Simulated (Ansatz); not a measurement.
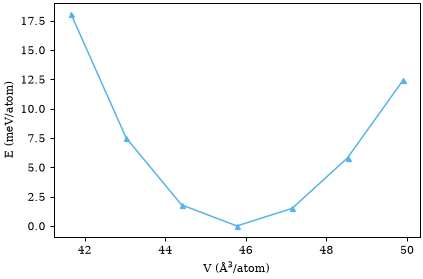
Fig. 1. CsI (CsCl type, Pm-3m) under volume change, the program Ansatz at the PBEsol level (PAW), scaled uniformly.

What does a third-order Birch–Murnaghan fit give for V₀, B₀ and B′?

V₀ = 45.78 Å³/atom, B₀ = 12.8 GPa, B′ = 5.3.

The cell was relaxed with PBEsol under the symmetry of its start. Scalar-relativistic: spin–orbit coupling is off unless named, which matters more the heavier the elements.

Potentials: the later of the program's two PAW sets.
